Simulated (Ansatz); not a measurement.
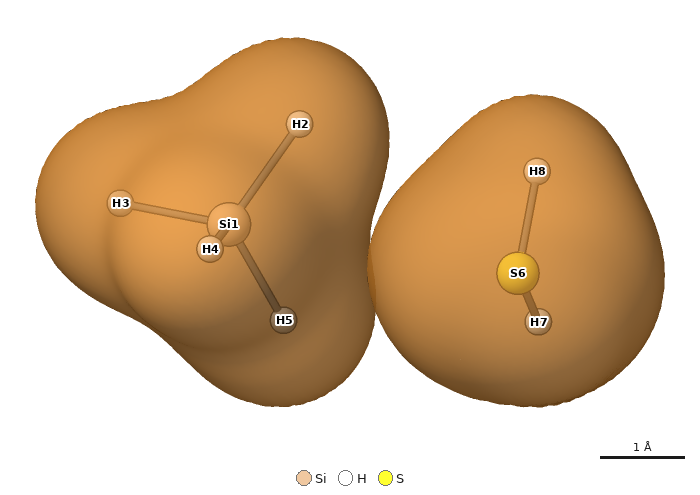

*SiH4···H2S. Isosurface of the total electron density at 0.04 e/Å³ (orange), seen at a tilt.*

These are results of RKS r2SCAN/def2-TZVP (Ansatz 0.2.0), not measurements.

Input

```
crystal:
  periodic: [false, false, false]
  atoms:
    - { symbol: Si, position_ang: [0.249716, 0.043239, -0.092402] }
    - { symbol: H, position_ang: [0.097871, -0.091879, 1.363405] }
    - { symbol: H, position_ang: [1.697978, -0.038661, -0.420607] }
    - { symbol: H, position_ang: [-0.278761, 1.353709, -0.531152] }
    - { symbol: H, position_ang: [-0.458826, -1.072189, -0.762229] }
    - { symbol: S, position_ang: [-2.91871, 0.15542, 1.045407] }
    - { symbol: H, position_ang: [-3.026693, -1.1361, 0.681862] }
    - { symbol: H, position_ang: [-1.736874, -0.08634, 1.706717] }
basis:
  gaussian: { orbitals: def2-TZVP }
hamiltonian:
  xc: r2scan
relax:
  f_tol: 0.03
  max_steps: 50
output:
  orbitals: {}
```

Command:

```sh
ansatz run input.yaml --threads 4 --pin off --max-ram 5120MiB --backend cpu --events-out ev --progress --plain --runs-dir out
```

The fields are those of the run's last geometry, not of the input's.

How is the density connected at this value?

At this value the surface falls into two separate pieces. It bridges the sampled S–H (1.34 Å) and Si–H (1.48 Å) contacts, where the density stays above the isovalue. It is pinched off along the sampled Si···S (3.85 Å) contacts. On the grid the lowest density along these lines, outside the cores, is 0.03 e/Å³ (Si···S, 3.85 Å), 1.4 e/Å³ (S–H, 1.34 Å) and 0.81 e/Å³ (Si–H, 1.48 Å).
